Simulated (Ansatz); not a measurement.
**AlH7Sn2: density, localisation and related maps**

The calculation's input:

```
crystal:
  periodic: [false, false, false]
  atoms:
    - {symbol: Al, position_ang: [-1.170435, 0.534635, -1.315315]}
    - {symbol: Sn, position_ang: [1.853858, -0.748616, -0.749977]}
    - {symbol: Sn, position_ang: [-0.374676, 0.811537, 1.222019]}
    - {symbol: H, position_ang: [-0.899035, 1.799307, -2.236469]}
    - {symbol: H, position_ang: [1.991461, 1.015345, -0.918510]}
    - {symbol: H, position_ang: [-0.973616, -0.087779, 2.566721]}
    - {symbol: H, position_ang: [0.149741, -0.630802, -1.600411]}
    - {symbol: H, position_ang: [0.572862, 2.072289, 1.907089]}
    - {symbol: H, position_ang: [1.059928, -0.450799, 1.010079]}
    - {symbol: H, position_ang: [-2.423948, -0.438316, -1.441306]}
basis:
  gaussian:
    orbitals: def2-TZVPD
hamiltonian:
  xc: {name: PBE0}
output: {forces: true, orbitals: {seedname: orbitals}}
```

Run with:

```sh
ansatz run input.yaml --threads 2 --pin off --max-ram 4350MiB --events-out events.jsonl --progress --plain --runs-dir runs
```

Geometry: PBE0-D3(BJ)/def2-SVP; core potentials replace the inner electrons of Sn.

All numbers below come from isolated molecule in a Gaussian basis; Kohn-Sham density functional theory, functional PBE0 (Ansatz 0.2.0).

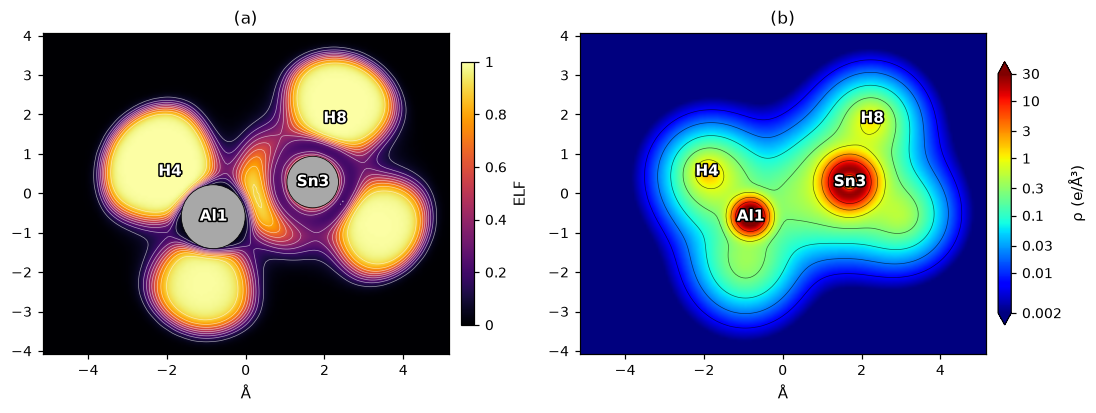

Figure 1. (a) electron localisation function; (b) electron density on the plane of atoms Sn3, Al1 and H4. Grey discs cover the atomic cores in the ELF map.

### Read the bonding off the picture.

The plane passes through Al, Sn and H nuclei. Al–Sn (2.67 Å): ρ is about 0.4 e/Å³ halfway; the ELF peaks at about 0.90 between the atoms; a covalent bond. Al–H (1.59 Å): the density is about 0.55 e/Å³ at the midpoint; the ELF climbs to about 1 towards the hydrogen. Sn–H (1.72 Å): ρ at the midpoint is about 1.1 e/Å³; the ELF climbs to about 1 towards the hydrogen.

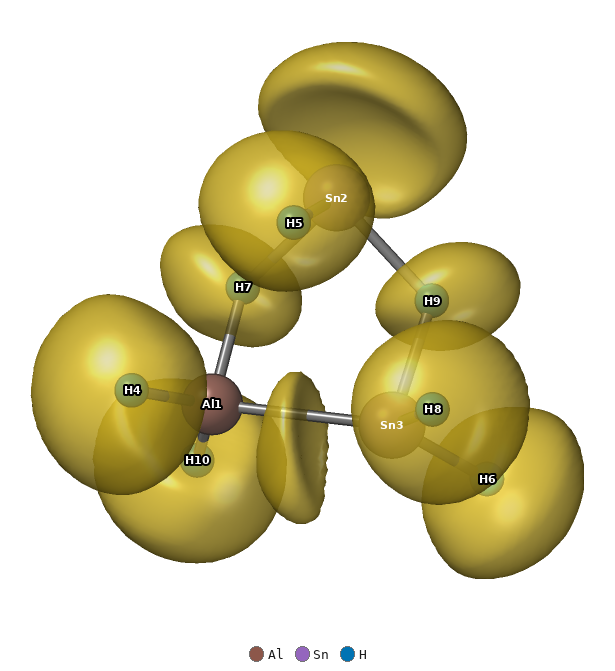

Figure 2. Isosurface of the electron localisation function at 0.75 (yellow), seen at a tilt. Core shells and regions of very low density are left out.

### Identify the bonds, lone pairs and shells in this picture.

The ELF exceeds this value in seven regions around hydrogen nuclei, one lobe on Sn, pointing away from the bonds (lone pairs) and one region wrapped around Sn (its valence shell).

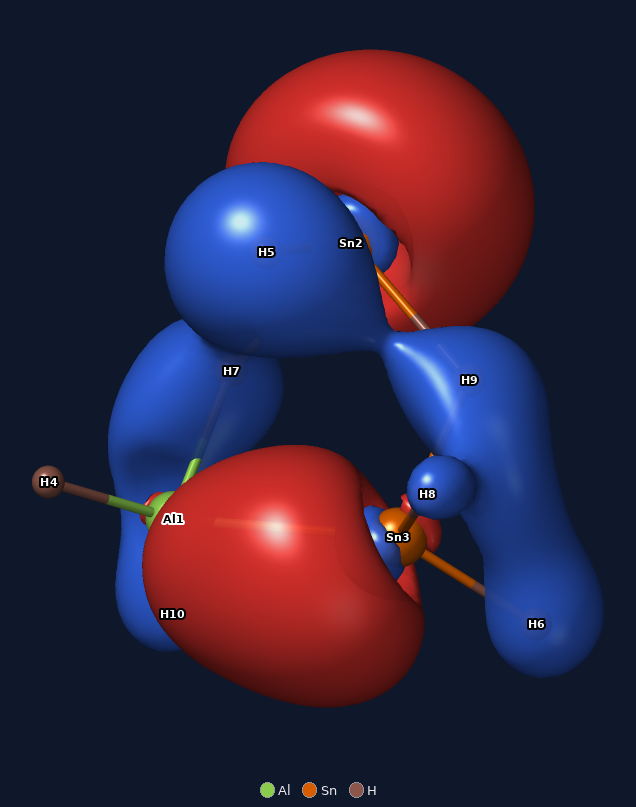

Figure 3. One frontier orbital at ±0.08 Å⁻³ᐟ² (blue and red are the two phases), seen at an oblique angle.

### Which orbital is it: HOMO or LUMO?

The HOMO, at −6.94 eV. It lies mainly on Sn2 (about 40 %), Sn3 (about 25 %), Al1 (about 10 %) and H5 (about 10 %).

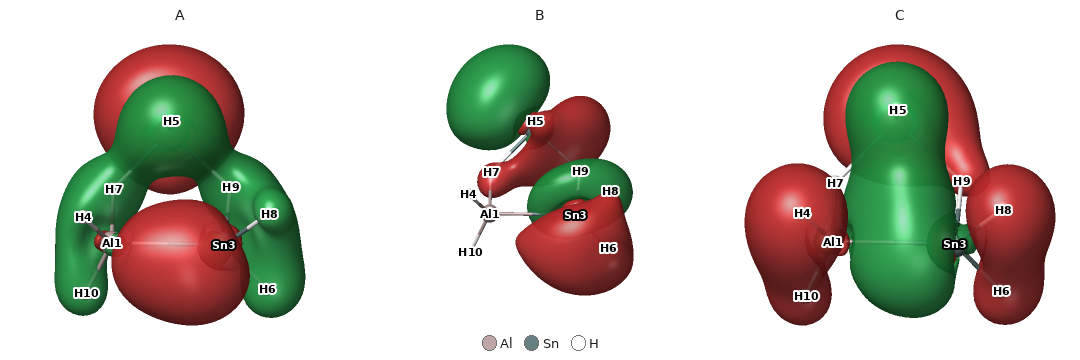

Figure 4. Three frontier orbitals at ±0.06 Å⁻³ᐟ² (green and red are the two phases), in no order.

### Which picture is the HOMO−1, the HOMO and the LUMO?

C is the HOMO−1 (−7.78 eV). Its weight (Hirshfeld) is mainly on Sn3 (about 25 %), Sn2 (about 25 %), Al1 (about 20 %), H4 (about 10 %), H5 (about 10 %) and H8 (about 5 %). A is the HOMO (−6.94 eV). By Hirshfeld shares it lies mainly on Sn2 (about 40 %), Sn3 (about 25 %), Al1 (about 10 %) and H5 (about 10 %). B is the LUMO (−2.01 eV). Its weight (Hirshfeld) is mainly on Sn2 (about 50 %) and Sn3 (about 30 %).

### What is the HOMO–LUMO gap?

4.93 eV between the orbital energies.
